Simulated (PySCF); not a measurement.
# CdO (triplet): what the fields show

```xyz
2

Cd    0.0000    0.0000   -0.2587
O     0.0000    0.0000    1.8423
```

Core potentials replace the inner electrons of Cd.

These are results of PBE0/cc-pVDZ(-PP), non-relativistic Hamiltonian with scalar-relativistic core potentials where named, at a bond length of 2.101 Å (PySCF), not measurements.

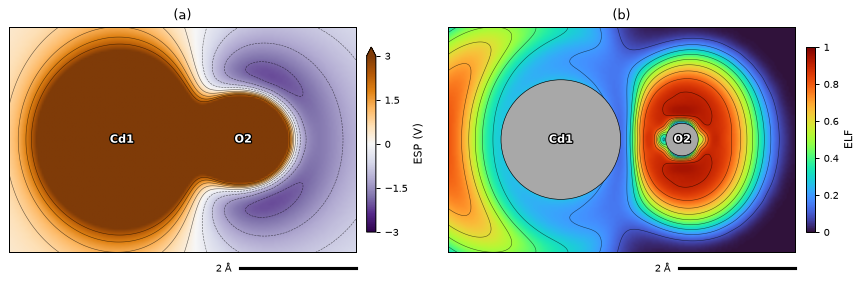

Figure 1. (a) electrostatic potential; (b) ELF on a plane that holds the molecular axis. Grey discs cover the atomic cores in the ELF map.

What does the map show?

The section cuts through Cd and O sites. Cd–O (2.10 Å): the ELF peaks at about 0.85 in the valence shell of O, 0.6 Å from its nucleus, and drops to about 0.15 between the two atoms. The ELF also peaks beside O2, away from the bonds: non-bonding electrons, paired or unpaired. Outside the dense part of the molecule the potential is most negative (−2.1 V) near O2.

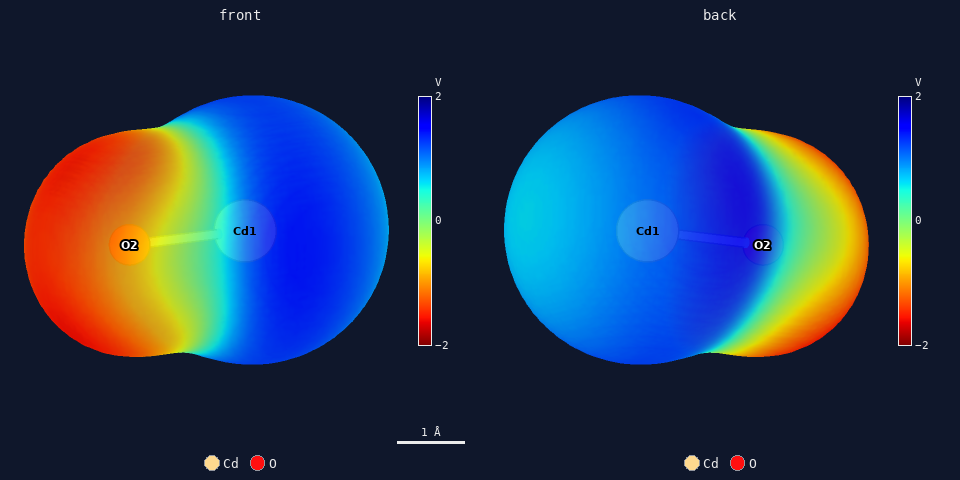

Figure 2. The electrostatic potential painted on the density surface at 0.002 e/bohr³, seen from the front and from behind; red is negative and blue positive.

Describe the electrostatic potential map.

The most negative region (about −1.6 V) lies over O2, the most positive (about +1.5 V) over Cd1. O2 is the likeliest acceptor of a hydrogen bond.
